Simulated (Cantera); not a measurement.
Feed: 1 mol SiCl4, 0.077 mol Cl2, 160 mol H2, held at 0.0960 bar.

These are equilibrium values from Cantera (NASA tables, ideal gas, pure condensed phases), not measurements of a reactor. Candidate condensed phases: Si; 19 gas species. The tables' values for SiCl3 are old estimates; treat these amounts as uncertain. Kinetics and transport are ignored.

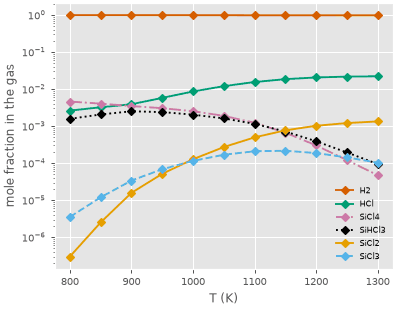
Fig. 1. Equilibrium gas composition (values under 1e-9 drawn at 1e-9)

From 800 K to 900 K nothing is condensed. From 950 K to 1300 K the condensed part is Si(s). The main Si-bearing gas is SiCl4 at 800 K and SiCl2 at 1300 K.
